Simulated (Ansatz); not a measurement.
# Twisted h-SiC/h-AlN monolayer on bilayer, 46.83° (114 atoms): support functions against a reference

Aim: test how closely localised support functions follow the reference on twisted h-SiC/h-AlN monolayer on bilayer, 46.83° (114 atoms), and at what cost. A setting counts as converged where the r.m.s. difference of forces stays under 1 % of the r.m.s. force.

Calculated with Ansatz 0.2.0; Kohn-Sham DFT, PBE+D4, PAW (set soft_2), plane waves.

## (1) The starting structure

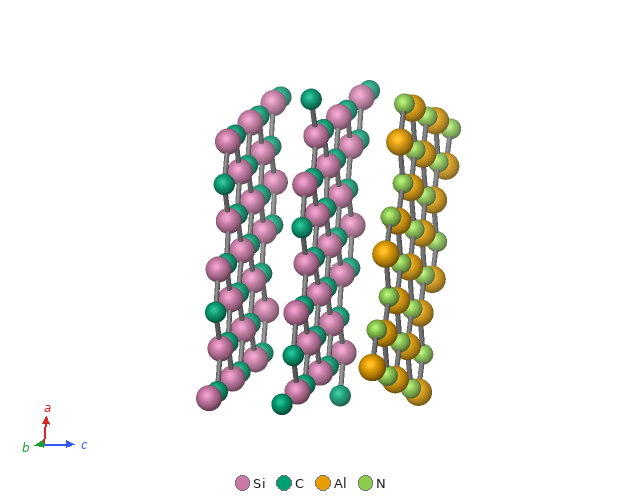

Start, viewed from the side, with the c axis across the page; silicon pink, carbon teal, aluminium orange, nitrogen green. Bonds to atoms that aren't drawn are left out. Some periodic images of atoms are drawn too.

The cell holds 114 atoms: 38 Si, 38 C, 19 Al and 19 N. Cell: a = 13.578 Å, b = 13.578 Å, c = 18.580 Å, α = 90.0°, β = 90.0°, γ = 120.0°. It derives from SiC and AlN. h-SiC (a = 3.1 Å) under h-AlN (a = 3.13 Å), monolayer on bilayer, commensurate cell of 19 unit cells a layer, twist 46.83 deg, both strained to the mean lattice constant; facing planes 3.19, 3.39 Å apart; 12 Å of vacuum; layers as built, displaced by a Gaussian of 0.01 Å. Regions: layer 1, 38 atoms (19 Si and 19 C); layer 2, 38 atoms (19 Si and 19 C); layer 3, 38 atoms (19 Al and 19 N). Vacuum lies along c.

What the set-up can't give: Beside vacuum, support functions can miss their usual error bounds without a warning.

## (2) Plane-wave single point

The first run fixes the reference, at a cutoff of 420 eV.

File input.yaml:

```yaml
crystal:
  lattice:
    - [13.578, 0.0, 0.0]
    - [-6.789, 11.75889, 0.0]
    - [0.0, 0.0, 18.58]
  atoms:
    - { symbol: Si, position: [0.17627, 0.77215, 0.32384] }
    - { symbol: C, position: [0.1922, 0.64884, 0.32337] }
    - { symbol: Si, position: [0.28126, 0.03567, 0.32338] }
    - { symbol: C, position: [0.29895, 0.91187, 0.32316] }
    - { symbol: Si, position: [0.12298, 0.14044, 0.32304] }
    - { symbol: C, position: [0.14028, 0.01714, 0.32249] }
    - { symbol: Si, position: [0.22764, 0.4031, 0.32355] }
    - { symbol: C, position: [0.24421, 0.28159, 0.32172] }
    - { symbol: Si, position: [0.33462, 0.66778, 0.3224] }
    - { symbol: C, position: [0.35167, 0.54485, 0.3227] }
    - { symbol: Si, position: [0.43996, 0.93049, 0.3229] }
    - { symbol: C, position: [0.4553, 0.80679, 0.32347] }
    - { symbol: Si, position: [0.38645, 0.29806, 0.32223] }
    - { symbol: C, position: [0.40558, 0.17666, 0.32327] }
    - { symbol: Si, position: [0.49162, 0.56002, 0.32385] }
    - { symbol: C, position: [0.50829, 0.43832, 0.3234] }
    - { symbol: Si, position: [0.59615, 0.82448, 0.32184] }
    - { symbol: C, position: [0.61397, 0.70218, 0.32336] }
    - { symbol: Si, position: [0.70217, 0.08843, 0.32214] }
    - { symbol: C, position: [0.71962, 0.96524, 0.32204] }
    - { symbol: Si, position: [0.5435, 0.19388, 0.32217] }
    - { symbol: C, position: [0.56136, 0.07014, 0.32387] }
    - { symbol: Si, position: [0.64857, 0.45462, 0.32302] }
    - { symbol: C, position: [0.66586, 0.33329, 0.32353] }
    - { symbol: Si, position: [0.75393, 0.71864, 0.32266] }
    - { symbol: C, position: [0.77116, 0.59606, 0.3224] }
    - { symbol: Si, position: [0.86077, 0.98318, 0.32354] }
    - { symbol: C, position: [0.87775, 0.86001, 0.32245] }
    - { symbol: Si, position: [0.8066, 0.35013, 0.3222] }
    - { symbol: C, position: [0.82345, 0.22833, 0.32322] }
    - { symbol: Si, position: [0.91204, 0.61486, 0.32271] }
    - { symbol: C, position: [0.92988, 0.49114, 0.32374] }
    - { symbol: Si, position: [0.01636, 0.87586, 0.32215] }
    - { symbol: C, position: [0.0339, 0.75435, 0.32365] }
    - { symbol: Si, position: [0.96621, 0.24666, 0.32252] }
    - { symbol: C, position: [0.98199, 0.12251, 0.32176] }
    - { symbol: Si, position: [0.07028, 0.50889, 0.32299] }
    - { symbol: C, position: [0.08825, 0.38729, 0.3229] }
    - { symbol: Si, position: [0.2975, 0.91173, 0.49549] }
    - { symbol: C, position: [0.31614, 0.78917, 0.49423] }
    - { symbol: Si, position: [0.4031, 0.17589, 0.49454] }
    - { symbol: C, position: [0.42108, 0.05384, 0.49484] }
    - { symbol: Si, position: [0.24503, 0.27987, 0.49533] }
    - { symbol: C, position: [0.26266, 0.156, 0.49467] }
    - { symbol: Si, position: [0.35014, 0.54329, 0.4951] }
    - { symbol: C, position: [0.36775, 0.42164, 0.49428] }
    - { symbol: Si, position: [0.45671, 0.80803, 0.49428] }
    - { symbol: C, position: [0.47329, 0.68271, 0.49428] }
    - { symbol: Si, position: [0.56116, 0.06983, 0.49439] }
    - { symbol: C, position: [0.57825, 0.94717, 0.49442] }
    - { symbol: Si, position: [0.50658, 0.43749, 0.49423] }
    - { symbol: C, position: [0.52688, 0.31477, 0.4935] }
    - { symbol: Si, position: [0.61353, 0.70209, 0.4944] }
    - { symbol: C, position: [0.63158, 0.57947, 0.49614] }
    - { symbol: Si, position: [0.72, 0.96564, 0.4948] }
    - { symbol: C, position: [0.73682, 0.84297, 0.49459] }
    - { symbol: Si, position: [0.82455, 0.22732, 0.49402] }
    - { symbol: C, position: [0.84234, 0.10637, 0.49509] }
    - { symbol: Si, position: [0.66622, 0.33376, 0.49423] }
    - { symbol: C, position: [0.68374, 0.20972, 0.49371] }
    - { symbol: Si, position: [0.77123, 0.59629, 0.49422] }
    - { symbol: C, position: [0.78958, 0.47326, 0.49399] }
    - { symbol: Si, position: [0.87649, 0.8589, 0.49557] }
    - { symbol: C, position: [0.89373, 0.73581, 0.4944] }
    - { symbol: Si, position: [0.98184, 0.12315, 0.49434] }
    - { symbol: C, position: [0.00079, 0.0009, 0.49436] }
    - { symbol: Si, position: [0.92812, 0.48998, 0.49502] }
    - { symbol: C, position: [0.94653, 0.36915, 0.49545] }
    - { symbol: Si, position: [0.03543, 0.75384, 0.49451] }
    - { symbol: C, position: [0.05352, 0.63229, 0.49374] }
    - { symbol: Si, position: [0.14234, 0.01811, 0.4949] }
    - { symbol: C, position: [0.1574, 0.89285, 0.49512] }
    - { symbol: Si, position: [0.08714, 0.38617, 0.49381] }
    - { symbol: C, position: [0.10424, 0.26165, 0.49464] }
    - { symbol: Si, position: [0.19203, 0.64844, 0.49535] }
    - { symbol: C, position: [0.20982, 0.52551, 0.4943] }
    - { symbol: Al, position: [0.75563, 0.03379, 0.67646] }
    - { symbol: "N", position: [0.77276, 0.17541, 0.6773] }
    [... 30 atom lines left out ...]
    - { symbol: Al, position: [0.07062, 0.5626, 0.67719] }
    - { symbol: "N", position: [0.08738, 0.7023, 0.67701] }
    - { symbol: Al, position: [0.91183, 0.29733, 0.67768] }
    - { symbol: "N", position: [0.92881, 0.43775, 0.67627] }
    - { symbol: Al, position: [0.96478, 0.7187, 0.67717] }
    - { symbol: "N", position: [0.98306, 0.85978, 0.67701] }
kpoints:
  mp_grid: { grid: [3, 3, 1] }
hamiltonian:
  xc: pbe
  dispersion: d4
scf:
  occupations: { method: fixed }
output:
  forces: true
  populations: true
  dos:
    method: { smearing: { sigma: 0.08 } }
    de: 0.1
    projected:
      site_lists:
        Al: [Al]
        C: [C]
        "N": ["N"]
        Si: [Si]
        layer_1: [0, 1, 2, 3, 4, 5, 6, 7, 8, 9, 10, 11, 12, 13, 14, 15, 16, 17, 18, 19, 20, 21, 22, 23, 24, 25, 26, 27, 28, 29, 30, 31, 32, 33, 34, 35, 36, 37]
        layer_2: [38, 39, 40, 41, 42, 43, 44, 45, 46, 47, 48, 49, 50, 51, 52, 53, 54, 55, 56, 57, 58, 59, 60, 61, 62, 63, 64, 65, 66, 67, 68, 69, 70, 71, 72, 73, 74, 75]
        layer_3: [76, 77, 78, 79, 80, 81, 82, 83, 84, 85, 86, 87, 88, 89, 90, 91, 92, 93, 94, 95, 96, 97, 98, 99, 100, 101, 102, 103, 104, 105, 106, 107, 108, 109, 110, 111, 112, 113]
  eigenvalues: true
  write_density: true
  write_potential: true
  volumetric_format: npy
  elf: true
```

Launch:

```console
$ ansatz run input.yaml --threads 4 --pin off --max-ram 8192MiB --backend cpu --events-out ev --progress --plain --runs-dir out
```

Numbers of over 12 decimals in the logs are rounded to 6 here.

Log:

```text
Engine: ansatz 0.2.0, aarch64-unknown-linux-gnu
Pseudopotentials: kind: paw
Pseudopotential: Si, paw, valence charge 4, recommended cutoff 420 eV (normal), Si.paw.azcp
Pseudopotential: C, paw, valence charge 4, recommended cutoff 420 eV (normal), C.paw.azcp
Pseudopotential: Al, paw, valence charge 3, recommended cutoff 420 eV (normal), Al.paw.azcp
Pseudopotential: N, paw, valence charge 5, recommended cutoff 420 eV (normal), N.paw.azcp
[... 5 lines on functional and potentials left out ...]
Crystal: 114 atoms, lattice volume = 2966.524 Å³
Basis set: ecut = 420 eV, 57987 PW (Γ), exchange–correlation on 192×192×250 points (8 copies of the dense FFT grid, shifted against one another)
Bands: 342, of which v1, the nominal top of the filled ones, is band 228 counted from 1 (227 counted from 0)
Symmetry: 1 space group operations
Space group: P1 (ITA 1), of the structure as read, at distance tolerance 1.4e-4 Å
k-points: 5 of 9 (time reversal used)
[... 9 lines on functional and potentials left out ...]
Initial density: superposition of atomic densities (neutral atoms: chi_scale 0, normalization atom), corrected by the library's trained network
Initial wavefunctions: pseudopotential atomic-orbital guess
Functional: x = pbe(κ = 0.804, μ = 0.219515), c = pbe(β = 0.066725)
SCF iter   1: F=—  HF=-51241.163282 eV  |F-HF|=—  |Δ(HF+E_count)|=         —  Δρ=2.42e-3  dr2=3.23e-1  ethr=1.77e-3  ⟨swp⟩=5.2  Hψ=7277  notcnv=0  defer=543
preconditioner: auto → Resta (q_TF=auto, 1.997 Å⁻¹)  ε∞=2.9  [insulator: Δε(μ)=1.999 eV  Ē_g=10.460 eV  n_scr=412 (ndim 8)  ℏωp=14.6 eV  f_vac=0.427  ε∞_Penn≈2.9  vacuum switching on, ρ_ref=7.9e-3 e/Å³]
SCF iter   2: F=—  HF=-51241.138500 eV  |F-HF|=—  |Δ(HF+E_count)|=   2.48e-2  Δρ=1.24e-3  dr2=7.01e-2  ethr=7.09e-5  ⟨swp⟩=2.4  Hψ=3016  notcnv=0  defer=559
SCF iter   3: F=—  HF=-51241.143496 eV  |F-HF|=—  |Δ(HF+E_count)|=   5.00e-3  Δρ=5.16e-4  dr2=1.23e-2  ethr=1.54e-5  ⟨swp⟩=3.0  Hψ=2077  notcnv=0  defer=560
SCF iter   4: F=—  HF=-51241.144499 eV  |F-HF|=—  |Δ(HF+E_count)|=   1.00e-3  Δρ=1.62e-4  dr2=8.66e-4  ethr=2.69e-6  ⟨swp⟩=2.0  Hψ=2313  notcnv=0  defer=560
SCF iter   5: F=—  HF=-51241.144670 eV  |F-HF|=—  |Δ(HF+E_count)|=   1.71e-4  Δρ=7.62e-5  dr2=2.19e-4  ethr=1.90e-7  ⟨swp⟩=2.0  Hψ=2312  notcnv=0  defer=559
SCF iter   6: F=—  HF=-51241.144696 eV  |F-HF|=—  |Δ(HF+E_count)|=   2.63e-5  Δρ=1.92e-5  dr2=1.37e-5  ethr=4.79e-8  ⟨swp⟩=2.0  Hψ=2283  notcnv=0  defer=537
SCF iter   7: F=—  HF=-51241.143721 eV  |F-HF|=—  |Δ(HF+E_count)|=   9.76e-4  Δρ=7.34e-6  dr2=1.79e-6  ethr=3.00e-9  ⟨swp⟩=2.0  Hψ=2850  notcnv=0  defer=536
SCF iter   8: F=—  HF=-51241.143721 eV  |F-HF|=—  |Δ(HF+E_count)|=   5.38e-7  Δρ=2.94e-6  dr2=2.52e-7  ethr=3.93e-10  ⟨swp⟩=2.0  Hψ=2310  notcnv=0  defer=536
SCF iter   9: F=-51241.143721 eV  HF=-51241.143721 eV  |F-HF|=8.60e-9  |Δ(HF+E_count)|=   9.81e-8  Δρ=8.99e-7  dr2=3.70e-8  ethr=2.19e-11  ⟨swp⟩=32.6  Hψ=21460  notcnv=0
WARN: dispersion: an atom stands within reach of a switch of its C6 between two reference coordination numbers of its element: through that C6 alone, e_disp changes by 0.025 eV or more while the distances to its neighbours run over a stretch of 0.05 Å that contains this geometry (sites counted from 0 in the run's list of atoms or, [...]
SCF 1 converged in 9 iterations: F = -51241.143721 eV  dr2 = 3.70e-8
  greatest PAW one-centre occupation: 0.793 electrons in one spin orbital (limit 2), on the N atom at site 105 (counted from 0), in its partial waves of l = 0
WARN: The output density's exchange-correlation potential varies sharply where the density is thin. Do not read a vacuum level from v_tot or v_xc, or from such a field of the output density. On a cell that repeats whose density bears no net charge and no dipole along the vacuum's axis use v_es (v_loc + v_h of the components); [...]
SCF converged after 9 iterations
the last check of whether an eigenvalue changes by more than its tolerance under the output density was not made (no_room)
Free energy (F): -51241.143721 eV
Harris-Foulkes:  -51241.143721 eV  (|F-HF|=8.60e-9)
Internal energy: -51241.143721 eV  (E = F + TS)
E sigma→0 (E₀):  -51241.143721 eV
Fermi energy:    0.663277 eV
--- Per-component energies (eV) ---
  E_band       = -2247.270440
  E_kinetic    = 7955.296068
  E_local      = -100058.235749  (includes V_loc(G=0)·N_el)
  E_nonlocal   = 3058.402340
  E_hartree    = 46821.275764
  E_xc         = -5837.127328
  E_vxc        = -6058.089990  (∫ρ·V_xc dr)
  E_paw        = -34563.895026  (= ΣΔE_a)
  E_vpaw       = -787.190932  (= ΣTr[D̂ρ^β])
  E_aug_tail   = 0.002330  (compensation charges beyond the density's cutoff)
  E_ewald      = 31410.179404
  E_disp       = -27.041523  (pairwise vdW)
  E_smearing   = -0.000000  (= −TS)
  E_closure    = -0.000000  (closes the sum)
  Σ components = -51241.143721   (vs F -51241.143721, Δ=0.00e0)
--- Forces (eV/Å), atoms counted from 1 ---
  atom   1  Si    -0.50740850    -0.08902426     0.07155179
  atom   2  C      0.48889846     0.13188280    -0.12741768
  atom   3  Si     0.13259609    -0.26361801     0.06220249
  atom   4  C     -0.15638956     0.37615064    -0.07898223
  atom   5  Si    -0.08698394    -0.16264537     0.00645307
  atom   6  C      0.00660902     0.03578847    -0.04597263
  atom   7  Si    -0.00266292     0.86020388    -0.00697945
  atom   8  C      0.97522641    -0.42506099     0.00155149
  atom   9  Si    -0.55463046    -0.58645158     0.17627487
  atom  10  C      0.07370072    -0.39430524    -0.04511657
  atom  11  Si    -0.38421931    -0.15326281     0.14724334
  atom  12  C      0.44362618     0.37232748    -0.17873930
  atom  13  Si    -0.72120202     0.03253529     0.13617297
  atom  14  C     -0.82183648    -0.38212625    -0.15339410
[...]
atom 113  Al    -0.32459823     0.05453885    -0.12197896
  atom 114  N     -0.46238469    -0.20120061     0.11265713
  max |Σ_I F_I| component: 1.63e-4 eV/Å
--- Band table (eV; the first three rows and the last of 5) ---
  k-point 0: bands = ["-13.5441", "-13.3852", "-12.9030", "-12.8968", [... 326 levels ...], "6.9648", "6.9716", "6.9798", "6.9846", "6.9966", "7.0626", "7.0775", "7.0825", "7.0981", "7.1050", "7.1283", "7.2559"]
[...]
--- Löwdin populations: 114 sites ---
  site symbol       q [e]
     0     Si      2.8913
     1      C      4.9867
     2     Si      2.8980
[...]
113      N      6.0797
  spilling = 0.011209 (of n_electrons = 456.000000)
```

Wall time 13 min (4 threads of Arm Neoverse V1, shared host); peak memory 7 GiB; 51 min of CPU time.

Reading the cycles: dr2 is the Hartree energy of the density residual (eV), the measure of convergence; HF is the Harris–Foulkes estimate of the energy, which meets the free energy F at convergence.

The program notes that the dispersion model switches parameters near this geometry, it cut back its work space to fit the memory limit and the exchange-correlation potential is rough where the density is thin.

Numbers from this run:

```yaml
free_energy: -51241.1437 eV
free_energy_per_atom: -449.4837 eV/atom
scf_cycles: 9
r_m_s_force_component: 0.3355 eV/Å
longest_force: 1.255 eV/Å
fermi_energy: 0.6633 eV
spacing_of_highest_filled_and_lowest_empty_level: 1.857 eV
spilling_of_the_projection: 0.01121
```

The r.m.s. force component of 0.34 eV/Å sets the scale for the differences below.

## (3) Support functions medium

The cell is solved in localised support functions. The level medium gives here a grid of 72×72×90 points and a radius of 3.88 Å.

This step: Kohn-Sham DFT, PBE+D4, PAW (set soft_2), localised support functions (medium) (Ansatz 0.2.0).

input.yaml, the sections that differ from step 2:

```yaml
scf:
  occupations: { method: fixed }
  eigensolver: { kind: { support_functions: { accuracy: medium } } }
  mixing: { beta: 0.4 }
  max_iter: 150
output:
  forces: true
  eigenvalues: true
# crystal, kpoints, hamiltonian: as in step 2
```

Log:

```text
Warning: scf.eigensolver.kind.support_functions: disabling space-group detection — the functions' gradient is summed over unrotated k-points, so no spatial operation reduces the k-mesh or symmetrises the density; time reversal is kept, so that k and −k are solved as one point where they differ and the mesh holds both, and exact exchange and, on two spinor components, a DFT+U term hold to it where the run has them: [...]
settings of this run that can trade accuracy for cost: scf.eigensolver.kind.support_functions [...]
[...]
Crystal: 114 atoms, lattice volume = 2966.524 Å³
Basis set: ecut = 420 eV, 57987 PW (Γ), exchange–correlation on 192×192×250 points (8 copies of the dense FFT grid, shifted against one another)
Bands: 274, of which v1, the nominal top of the filled ones, is band 228 counted from 1 (227 counted from 0)
Symmetry: 1 space group operations
k-points: 5 of 9 (time reversal used)
[...]
Eigensolver: Support functions (medium, 72×72×90 points, laid for a spacing of at most 0.212739 Å, radius 3.880575 Å, 72 sites without an atom, 3 species' potentials softened for the grid, 4 wholly corrected for its errors in the mean over positions, 4 with the egg-box correction, energy correction by stochastic trace)
[...]
SCF iter   1: F=—  HF=-51342.700255 eV  |F-HF|=—  |Δ(HF+E_count)|=         —  Δρ=1.13e-1  dr2=5.13e2  ethr=1.00e-1
[...]
SCF iter  13: F=—  HF=-51241.379436 eV  |F-HF|=—  |Δ(HF+E_count)|=   9.63e-4  Δρ=1.25e-5  dr2=5.47e-6  ethr=9.71e-9  κ⁻¹=2.5e-6(r=7)
SCF iter  14: F=-51241.380226 eV  HF=-51241.380227 eV  |F-HF|=3.87e-7  |Δ(HF+E_count)|=   7.91e-4  Δρ=5.36e-6  dr2=1.57e-6  ethr=1.20e-9
[...]
SCF 1 converged in 14 iterations: F = -51241.392493 eV  dr2 = 1.57e-6
[...]
SCF converged after 14 iterations
Stability not checked: this state was not tested for a lower state beside it, because the mixer in use, unlike msr1, does not test its closes by its own steps (another_mixer; see scf.mixing.algorithm and scf.lower_state_search)
Free energy (F): -51241.392493 eV
[...]
Internal energy: -51241.392493 eV  (E = F + TS)
E sigma→0 (E₀):  -51241.392493 eV
Fermi energy:    0.663566 eV
[...]
Σ components = -51241.392493   (vs F -51241.392493, Δ=0.00e0)
--- Forces (eV/Å), atoms counted from 1 ---
  atom   1  Si    -0.50723554    -0.08879653     0.07149862
  atom   2  C      0.48876494     0.13190965    -0.12719878
  atom   3  Si     0.13265522    -0.26351258     0.06220475
  atom   4  C     -0.15651598     0.37600946    -0.07879632
[...]
atom 114  N     -0.46264143    -0.20125170     0.11293960
  max |Σ_I F_I| component: 3.57e-3 eV/Å
--- Band table (eV; the first three rows and the last of 5) ---
[...]
```

Run time: 6 min. Hardware: 4 threads; peak memory 5.6 GiB.

The program notes that the band table was not solved further than the SCF left it and it switched symmetry off.

Keys that differ from the reference: support_functions.accuracy = "medium", scf.max_iter = 150 and scf.mixing.beta = 0.4.

Forces differ from the reference by 0.22 meV/Å r.m.s., 0.065 % of their size, well within a tolerance of 1 %; the energy by -2.2 meV/atom. The two runs also began from different starting densities, which bears on cycles and time.

## (4) Support functions low

The level low is asked for. Here it resolves to the same grid and radius as in the run with support functions medium, so the basis is not new.

This step: Kohn-Sham DFT, PBE+D4, PAW (set soft_2), localised support functions (low) (Ansatz 0.2.0).

input.yaml, the sections that differ from step 3:

```yaml
scf:
  occupations: { method: fixed }
  eigensolver: { kind: { support_functions: { accuracy: low } } }
  mixing: { beta: 0.4 }
  max_iter: 150
# crystal, kpoints, hamiltonian, output: as in step 3
```

Log:

```text
[...]
Crystal: 114 atoms, lattice volume = 2966.524 Å³
Basis set: ecut = 420 eV, 57987 PW (Γ), exchange–correlation on 192×192×250 points (8 copies of the dense FFT grid, shifted against one another)
Bands: 274, of which v1, the nominal top of the filled ones, is band 228 counted from 1 (227 counted from 0)
Symmetry: 1 space group operations
k-points: 5 of 9 (time reversal used)
[...]
Eigensolver: Support functions (low, 72×72×90 points, laid for a spacing of at most 0.212739 Å, radius 3.880575 Å, 72 sites without an atom, 3 species' potentials softened for the grid, 4 wholly corrected for its errors in the mean over positions, 4 with the egg-box correction, energy correction by stochastic trace)
[...]
SCF iter   1: F=—  HF=-51342.699758 eV  |F-HF|=—  |Δ(HF+E_count)|=         —  Δρ=1.13e-1  dr2=5.13e2  ethr=1.00e-1
[...]
SCF iter  12: F=—  HF=-51241.377673 eV  |F-HF|=—  |Δ(HF+E_count)|=   1.30e-3  Δρ=3.04e-5  dr2=4.57e-5  ethr=3.88e-8  κ⁻¹=9.5e-6(r=7)
SCF iter  13: F=-51241.378689 eV  HF=-51241.378688 eV  |F-HF|=1.39e-6  |Δ(HF+E_count)|=   1.01e-3  Δρ=1.27e-5  dr2=5.60e-6  ethr=1.00e-8
[...]
SCF 1 converged in 13 iterations: F = -51241.392506 eV  dr2 = 5.60e-6
[...]
SCF converged after 13 iterations
[...]
Free energy (F): -51241.392506 eV
[...]
Internal energy: -51241.392506 eV  (E = F + TS)
E sigma→0 (E₀):  -51241.392506 eV
Fermi energy:    0.663548 eV
[...]
Σ components = -51241.392506   (vs F -51241.392506, Δ=0.00e0)
--- Forces (eV/Å), atoms counted from 1 ---
  atom   1  Si    -0.50717802    -0.08880319     0.07144772
  atom   2  C      0.48868173     0.13196228    -0.12703801
  atom   3  Si     0.13260522    -0.26350096     0.06215849
  atom   4  C     -0.15647861     0.37605227    -0.07862047
[...]
atom 114  N     -0.46266241    -0.20119340     0.11303143
  max |Σ_I F_I| component: 6.63e-3 eV/Å
--- Band table (eV; the first three rows and the last of 5) ---
[...]
```

It took 5.3 min on 4 threads; peak memory 5.4 GiB.

Keys that differ from the reference: support_functions.accuracy = "low", scf.max_iter = 150 and scf.mixing.beta = 0.4.

Forces differ from the reference by 0.27 meV/Å r.m.s., 0.081 % of their size, well within a tolerance of 1 %; the energy by -2.2 meV/atom. The two runs also began from different starting densities, which bears on cycles and time.

(Continued in part 2 of 4.)

[Logs are printed without paths, hosts, clocks, repeated set-up lines and the standing remarks that a program may print on its own settings, such as how far it seeks lower states.]

[Hosts, paths, dates, database ids (printed as entryN), source tags and the programs' standing remarks are cut or masked in the printed files.]
